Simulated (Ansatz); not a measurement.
CH₃Cl₃OZr: geometry relaxation (part 1 of 2)

The run: geometry relaxation of CH₃Cl₃OZr. Method and program: RKS PBE0-D4/def2-TZVP (Ansatz 0.2.0).

The geometry: GFN2-xTB start. Figures and captions count atoms from 1; the log counts them from 0 in places.

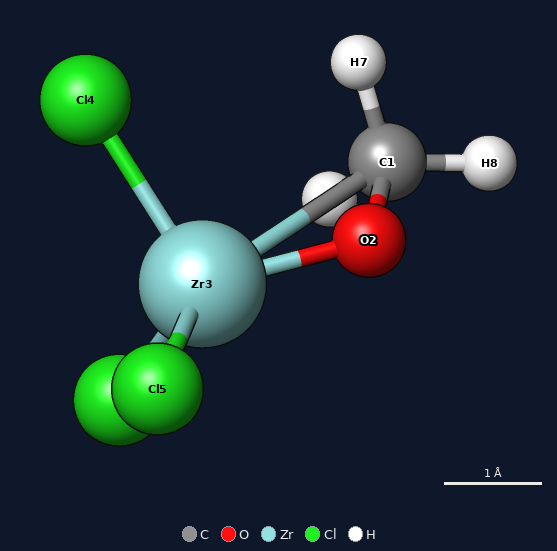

Figure 1. The starting structure (ball-and-stick view, seen at a tilt; atoms are numbered from 1 in the order of the input). Sticks mark near contacts. Bond lengths as drawn: Cl–Zr 2.27 Å, C–H 1.10 to 1.11 Å, C–O 1.41 Å, C–Zr 2.77 Å and O–Zr 1.84 Å.

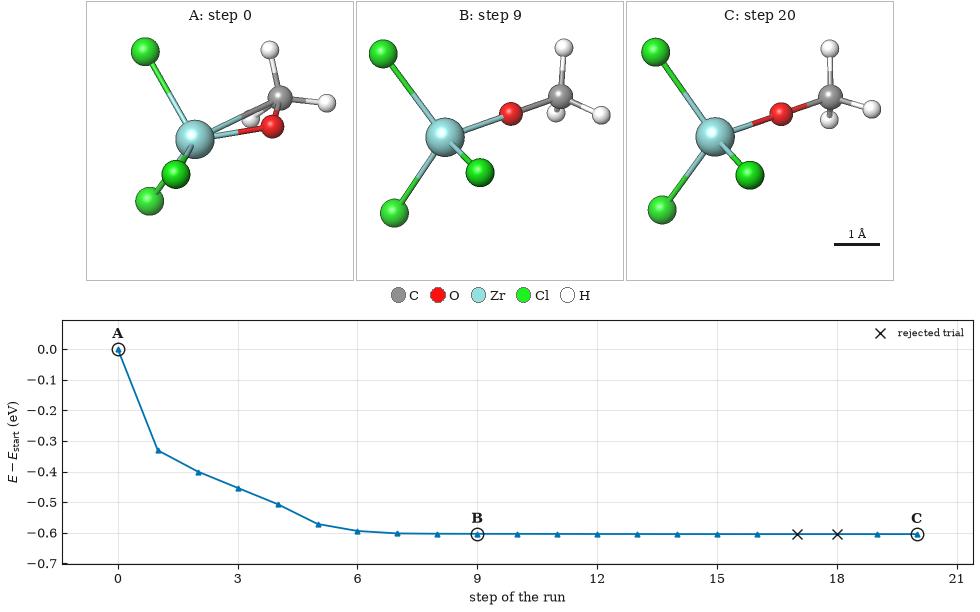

Figure 2. Frames of the relaxation (ball-and-stick view, seen at a tilt) above the curves, on which the letters mark them (the first geometry is step 0 here and step 1 in the log).

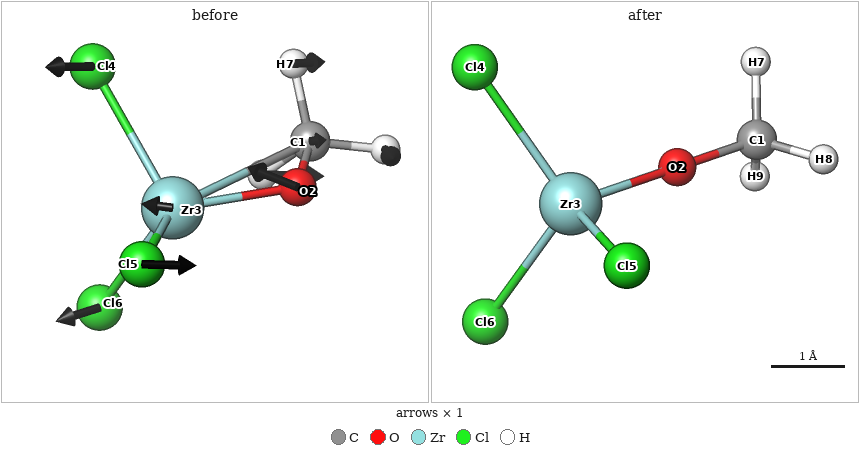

Figure 3. Before (left) and after (right) the relaxation, at one scale (ball-and-stick view, seen at a tilt). The black arrows give the displacements, at true length. The atom that moves furthest after the best rigid fit is O2 (0.94 Å). By element the largest moves are O 0.94 Å, H 0.91 Å, Cl 0.84 Å, Zr 0.45 Å, C 0.25 Å. Among the contacts that change: C1–Zr3 2.770 → 3.265 Å, Zr3–Cl4 2.265 → 2.342 Å, O2–Zr3 1.837 → 1.867 Å, C1–H9 1.109 → 1.093 Å. Among the angles that change: C1–O2–Zr3 116.6° → 179.9°, C1–Zr3–Cl5 146.8° → 108.2°, O2–C1–Zr3 36.4° → 0.1°. The energy falls by 0.604 eV in 20 geometry steps. The largest force component goes from 1.5 to 0.0044 eV/Å. The line search rejected the trial steps at points 17, 18 (counted from 0) and went back. (Atoms are counted from 1 in the order of the input.)

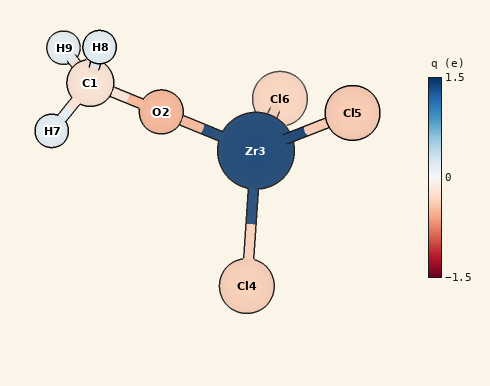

Figure 4. Mulliken charges, as the colour of each atom (ball-and-stick view, seen at a tilt; atoms are numbered from 1 in the order of the input; Mulliken charges depend strongly on the basis). By element: C −0.21, O −0.51, Zr +1.44, Cl −0.38 and H +0.14 e.

The input that produced these results follows, with the program's output.

Input file
```yaml
crystal:
  periodic: [false, false, false]
  atoms:
    - {symbol: C, position_ang: [0.309030, -1.210330, 0.817500]}
    - {symbol: O, position_ang: [1.015800, -0.252910, 0.063150]}
    - {symbol: Zr, position_ang: [0.014470, 1.056560, -0.746670]}
    - {symbol: Cl, position_ang: [-1.673000, 0.023980, -1.850590]}
    - {symbol: Cl, position_ang: [0.994090, 2.507880, -2.190930]}
    - {symbol: Cl, position_ang: [-1.042210, 2.267780, 0.853610]}
    - {symbol: H, position_ang: [-0.204720, -1.914360, 0.139190]}
    - {symbol: H, position_ang: [1.017630, -1.769530, 1.440840]}
    - {symbol: H, position_ang: [-0.431080, -0.709070, 1.473910]}
basis:
  gaussian: {orbitals: def2-TZVP}
hamiltonian: {xc: pbe0, dispersion: d4}
relax: {f_tol: 0.005, max_steps: 150}
```

Run as:
```bash
ansatz run in.yaml --threads 4 --pin off --events-out ev --progress --plain --max-ram 11315MiB
```

The program's output
```
Functional definition: PBE0
  name "PBE0"
  cite "Adamo & Barone, J. Chem. Phys. 110, 6158 (1999) doi:10.1063/1.478522"
  cite "Perdew, Burke & Ernzerhof, Phys. Rev. Lett. 77, 3865 (1996) doi:10.1103/PhysRevLett.77.3865"
  parent pbe
  parameter a = 0.25
  parameter kappa = 0.804
  parameter beta = 0.06672455060314922
  exchange = (1 - a)*pbe_x(kappa = kappa, mu = beta*pi^2/3) + a*exact_x
  correlation = pbe_c(beta = beta)
1666 factors; their error is unknown
mean field evaluation 1: about -41969.0901 eV, gradient 5.8e1 eV
mean field evaluation 2: about -41941.8853 eV, gradient 1.3e2 eV
mean field evaluation 4: about -41975.2529 eV, gradient 6.6e0 eV
mean field evaluation 8: about -41975.3445 eV, gradient 2.6e-1 eV
mean field evaluation 16: about -41975.4758 eV, gradient 4.7e-4 eV
mean field -41975.47581113 eV, -1542.5702840596 hartree, gradient 3.8e-5 eV, S^2 0.000000; 0 other end points of the search recorded, 0 dependent functions left out
the calculation of the forces begins
reference -41975.47585873 eV, -1542.5702858089 hartree; 40, 40 occupied and 191, 191 virtual orbitals, 1666 factors
relax step   1: F+E_penalty+E_count = -41975.74621388 eV  Δ(F+E_penalty+E_count) = +0.000e0 eV  max|allowed force component| = 1.468e0 eV/Å  Δτ_max = 0.0000 Å  (30 SCF iters, accepted)
these checks for a lower state are left out or cut short: starts, cluster_reference, orbital_swaps, neighbouring_geometries, increment
1666 factors; their error is unknown
mean field -41975.82386711 eV, -1542.5830748811 hartree, gradient 2.2e-5 eV, S^2 0.000000; 0 other end points of the search recorded, 0 dependent functions left out
[... from here on the field's lines of each further geometry are left out, up to the last ...]
relax step   2: F+E_penalty+E_count = -41976.07669553 eV  Δ(F+E_penalty+E_count) = -3.305e-1 eV  max|allowed force component| = 5.018e-1 eV/Å  Δτ_max = 0.1819 Å  (38 SCF iters, accepted)
relax step   3: F+E_penalty+E_count = -41976.14609929 eV  Δ(F+E_penalty+E_count) = -6.940e-2 eV  max|allowed force component| = 5.670e-1 eV/Å  Δτ_max = 0.1121 Å  (33 SCF iters, accepted)
relax step   4: F+E_penalty+E_count = -41976.19943153 eV  Δ(F+E_penalty+E_count) = -5.333e-2 eV  max|allowed force component| = 3.924e-1 eV/Å  Δτ_max = 0.1615 Å  (33 SCF iters, accepted)
relax step   5: F+E_penalty+E_count = -41976.25259799 eV  Δ(F+E_penalty+E_count) = -5.317e-2 eV  max|allowed force component| = 3.499e-1 eV/Å  Δτ_max = 0.1929 Å  (38 SCF iters, accepted)
relax step   6: F+E_penalty+E_count = -41976.31731795 eV  Δ(F+E_penalty+E_count) = -6.472e-2 eV  max|allowed force component| = 1.014e-1 eV/Å  Δτ_max = 0.2000 Å  (38 SCF iters, accepted)
relax step   7: F+E_penalty+E_count = -41976.34026782 eV  Δ(F+E_penalty+E_count) = -2.295e-2 eV  max|allowed force component| = 2.200e-1 eV/Å  Δτ_max = 0.2000 Å  (37 SCF iters, accepted)
relax step   8: F+E_penalty+E_count = -41976.34834447 eV  Δ(F+E_penalty+E_count) = -8.077e-3 eV  max|allowed force component| = 1.148e-2 eV/Å  Δτ_max = 0.0987 Å  (32 SCF iters, accepted)
relax step   9: F+E_penalty+E_count = -41976.34930450 eV  Δ(F+E_penalty+E_count) = -9.600e-4 eV  max|allowed force component| = 6.508e-3 eV/Å  Δτ_max = 0.0390 Å  (32 SCF iters, accepted)
relax step  10: F+E_penalty+E_count = -41976.34963182 eV  Δ(F+E_penalty+E_count) = -3.273e-4 eV  max|allowed force component| = 5.026e-2 eV/Å  Δτ_max = 0.0509 Å  (30 SCF iters, accepted)
relax step  11: F+E_penalty+E_count = -41976.34972178 eV  Δ(F+E_penalty+E_count) = -8.996e-5 eV  max|allowed force component| = 2.827e-2 eV/Å  Δτ_max = 0.0142 Å  (32 SCF iters, accepted)
relax step  12: F+E_penalty+E_count = -41976.34994377 eV  Δ(F+E_penalty+E_count) = -2.220e-4 eV  max|allowed force component| = 1.651e-3 eV/Å  Δτ_max = 0.0187 Å  (31 SCF iters, accepted)
relax step  13: F+E_penalty+E_count = -41976.35015222 eV  Δ(F+E_penalty+E_count) = -2.085e-4 eV  max|allowed force component| = 2.735e-2 eV/Å  Δτ_max = 0.0457 Å  (32 SCF iters, accepted)
relax step  14: F+E_penalty+E_count = -41976.35022933 eV  Δ(F+E_penalty+E_count) = -7.710e-5 eV  max|allowed force component| = 4.996e-2 eV/Å  Δτ_max = 0.0367 Å  (31 SCF iters, accepted)
relax step  15: F+E_penalty+E_count = -41976.35033663 eV  Δ(F+E_penalty+E_count) = -1.073e-4 eV  max|allowed force component| = 2.915e-2 eV/Å  Δτ_max = 0.0036 Å  (34 SCF iters, accepted)
relax step  16: F+E_penalty+E_count = -41976.35041594 eV  Δ(F+E_penalty+E_count) = -7.931e-5 eV  max|allowed force component| = 9.875e-4 eV/Å  Δτ_max = 0.0104 Å  (33 SCF iters, accepted)
relax step  17: F+E_penalty+E_count = -41976.35049201 eV  Δ(F+E_penalty+E_count) = -7.608e-5 eV  max|allowed force component| = 8.104e-3 eV/Å  Δτ_max = 0.0274 Å  (31 SCF iters, accepted)
relax step  18: F+E_penalty+E_count = -41976.34975763 eV  Δ(F+E_penalty+E_count) = +7.344e-4 eV  max|allowed force component| = 1.365e-1 eV/Å  Δτ_max = 0.0846 Å  (31 SCF iters, rejected (line search))
relax step  19: F+E_penalty+E_count = -41976.35032576 eV  Δ(F+E_penalty+E_count) = +1.663e-4 eV  max|allowed force component| = 7.057e-2 eV/Å  Δτ_max = 0.0034 Å  (34 SCF iters, rejected (line search))
relax step  20: F+E_penalty+E_count = -41976.35050293 eV  Δ(F+E_penalty+E_count) = -1.092e-5 eV  max|allowed force component| = 2.039e-3 eV/Å  Δτ_max = 0.0017 Å  (34 SCF iters, accepted)
the calculation of the forces begins
reference -41976.11198825 eV, -1542.5936631375 hartree; 40, 40 occupied and 191, 191 virtual orbitals, 1666 factors
relax step  21: F+E_penalty+E_count = -41976.35054779 eV  Δ(F+E_penalty+E_count) = -4.486e-5 eV  max|allowed force component| = 4.419e-3 eV/Å  Δτ_max = 0.0192 Å  (32 SCF iters, accepted)
1666 factors; their error is unknown
mean field -41976.11193995 eV, -1542.5936613626 hartree, gradient 3.7e-5 eV, S^2 0.000000; 1 other end points of the search recorded, 0 dependent functions left out
the calculation of the forces begins
reference -41976.11198825 eV, -1542.5936631375 hartree; 40, 40 occupied and 191, 191 virtual orbitals, 1666 factors
Total energy: -41976.35059609 eV, -1542.6024318138 hartree
Atom 0 at     0.440659    -1.388853     0.927106 Å, force     0.000256     0.001991    -0.000049 eV/Å
Atom 1 at     0.085333    -0.265007     0.176653 Å, force    -0.000517    -0.001814     0.001435 eV/Å
Atom 2 at    -0.392279     1.236454    -0.825486 Å, force     0.001760     0.004419     0.000610 eV/Å
Atom 3 at    -1.927666     0.566426    -2.461836 Å, force    -0.001213    -0.000684    -0.000650 eV/Å
Atom 4 at     1.545716     2.102795    -1.814577 Å, force    -0.000472    -0.000236     0.000742 eV/Å
Atom 5 at    -1.355535     2.805887     0.621671 Å, force     0.000273    -0.001920    -0.001552 eV/Å
Atom 6 at    -0.030867    -2.279288     0.504489 Å, force    -0.000601    -0.001372     0.000184 eV/Å
Atom 7 at     1.525840    -1.515424     0.911471 Å, force     0.000264    -0.000597    -0.000812 eV/Å
Atom 8 at     0.108808    -1.262990     1.960519 Å, force     0.000249     0.000213     0.000092 eV/Å
Dipole moment:     0.183706    -0.580649     0.387311 e Å
```

Trajectory as extended XYZ (Å, eV, eV/Å), 21 frames, from step=1 to step=21
```
9
Properties=species:S:1:pos:R:3:forces:R:3 step=1 energy=-41975.74621
C     0.3090   -1.2103    0.8175   -0.1522  -0.5794   0.3643
O     1.0158   -0.2529    0.0631    1.3929  -1.4676   0.7757
Zr    0.0145    1.0566   -0.7467   -0.7390   1.3415  -0.7891
Cl   -1.6730    0.0240   -1.8506   -1.0026  -0.7726  -0.7263
Cl    0.9941    2.5079   -2.1909    0.8937   0.8132  -0.8832
Cl   -1.0422    2.2678    0.8536   -0.5642   0.7428   1.1206
H    -0.2047   -1.9144    0.1392    0.1164   0.1686   0.3306
H     1.0176   -1.7695    1.4408   -0.1643   0.1057  -0.0273
H    -0.4311   -0.7091    1.4739    0.2193  -0.3523  -0.1653
9
Properties=species:S:1:pos:R:3:forces:R:3 step=2 energy=-41976.07670
C     0.3275   -1.2510    0.8353    0.0392  -0.1952   0.1496
O     0.9484   -0.2560    0.0277   -0.5018   0.0949  -0.0112
Zr   -0.0751    1.1363   -0.7830   -0.0861   0.3846  -0.3200
Cl   -1.7754   -0.0087   -1.9603    0.3228   0.2263   0.2360
Cl    1.1615    2.5498   -2.2485   -0.2469  -0.4418   0.4304
Cl   -1.0793    2.3885    0.9589    0.2153  -0.2775  -0.3281
H    -0.1651   -2.0080    0.2089    0.1413   0.1593   0.0531
H     1.0836   -1.7443    1.4560   -0.0320   0.1204  -0.1040
H    -0.4261   -0.8066    1.5049    0.1482  -0.0710  -0.1058
9
Properties=species:S:1:pos:R:3:forces:R:3 step=3 energy=-41976.14610
C     0.3343   -1.2543    0.8389    0.1949  -0.0333   0.0543
O     0.8742   -0.2240    0.0151   -0.5670  -0.0359   0.0883
Zr   -0.1328    1.1682   -0.8086    0.3118  -0.0171  -0.0309
Cl   -1.8157    0.0362   -1.9738    0.0038   0.0527   0.0023
Cl    1.2338    2.4747   -2.2073   -0.0995  -0.1106   0.1179
Cl   -1.0828    2.3895    0.9512    0.0082  -0.0156  -0.0649
H    -0.1191   -2.0385    0.2220    0.0805   0.0971   0.0076
H     1.1373   -1.6937    1.4396   -0.0414   0.0810  -0.0885
H    -0.4292   -0.8581    1.5228    0.1086  -0.0182  -0.0862
9
Properties=species:S:1:pos:R:3:forces:R:3 step=4 energy=-41976.19943
C     0.3522   -1.2917    0.8710    0.2545   0.0149  -0.0621
O     0.7697   -0.2349    0.0190   -0.3924  -0.0948   0.1587
Zr   -0.1639    1.1812   -0.8248    0.1398   0.0591  -0.0587
Cl   -1.8667    0.1608   -2.0630    0.0064   0.0215   0.0240
Cl    1.2619    2.4469   -2.1906   -0.0112  -0.0566   0.0571
Cl   -1.1008    2.4532    0.9042   -0.0024  -0.0195  -0.0398
H    -0.0593   -2.1064    0.2678    0.0115   0.0311   0.0469
H     1.2132   -1.6644    1.4349   -0.0472   0.0614  -0.0750
H    -0.4063   -0.9445    1.5814    0.0409  -0.0171  -0.0511
```
